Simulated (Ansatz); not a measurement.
# Computed energy over volume and axial ratio: SrGaSnH (space group P3m1)

SrGaSnH (space group P3m1)

```xyz
4
Lattice="4.4475 0.0000 0.0000 -2.2237 3.8516 0.0000 0.0000 0.0000 5.1639" Properties=species:S:1:pos:R:3 pbc="T T T"
Sr     0.0000     0.0000     0.0127
Ga     2.2237     1.2839     3.0962
Sn     0.0000     2.5678     2.3522
H      2.2237     1.2839     4.8113
```

The relaxed cell is deformed in two ways at once: its volume V is scaled, and at that volume it is stretched along z (the c axis of the conventional cell) so that c/a changes. Fractional atomic positions are held.

Level of theory: r2SCAN (plane waves to 500 eV, PAW, scalar-relativistic; Ansatz, a first-principles code). k mesh 9×9×7 (Γ-centred), Fermi-Dirac smearing 0.05 eV. E stands for the smeared free energy. Compression counts positive. As the atoms are clamped, bonds stretch with the cell, which overstates energies and stresses. SrGaSnH was relaxed with its symmetry unable to fall. ΔE is measured from the relaxed starting cell.

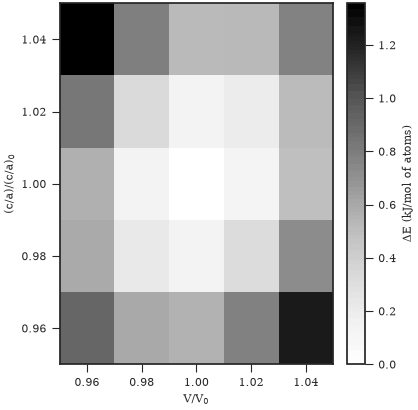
Figure: ΔE (kJ/mol of atoms) over the 5×5 grid of computed points.

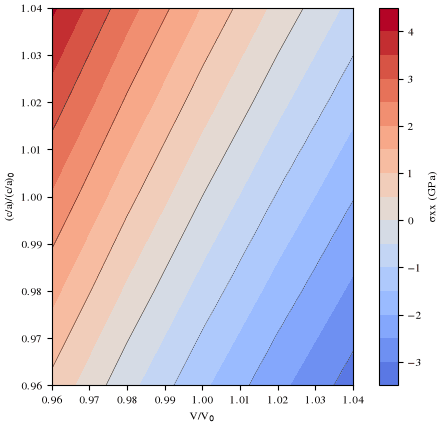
Figure. σxx (GPa) over the 5×5 grid of computed points.

The modulus against c/a change at fixed volume, (3/4V)·∂²E/∂(ln c/a)² (fit, atoms clamped) comes out as 38 GPa, an upper bound as the atoms could relax. Highest place on the grid: V/V₀ = 0.960, (c/a)/(c/a)₀ = 1.040 (14.1 meV/atom). Lowest place on the grid: V/V₀ = 1.000, (c/a)/(c/a)₀ = 1.000 (0.0 meV/atom).

Near the relaxed cell σzz − σxx = −2Cδ (compression positive), C being this modulus and δ the logarithm of the ratio.

(Under strain, the slope of the energy per volume gives the stress and its curvature an elastic modulus.)
